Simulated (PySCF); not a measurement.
Vertical excitations of a molecule C4H7BF2 from PySCF 2.14.0 with TDA-LC-ωPBE/def2-SVPD, as energy in eV (oscillator strength): 5.83 (0.000), 7.84 (0.002), 8.20 (0.012), 8.52 (0.025), 8.62 (0.012), 8.69 (0.038). Lowest triplet (TDA): 5.12 eV. Geometry: PBE-D3(BJ)/def2-SVP. Other conformers were not sampled.

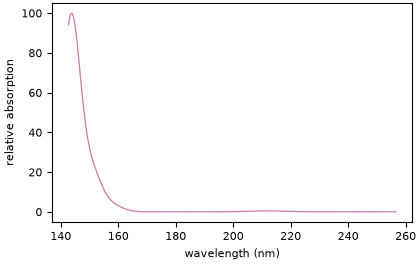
*The lines broadened by 0.4 eV.*

Identify the compound among the candidates.
A. CB(F)C/C=C\F
B. FB1CCC[C@H]1F
C. C=C(F)CB(C)F
D. FB(F)C1CCC1

B, FB1CCC[C@H]1F
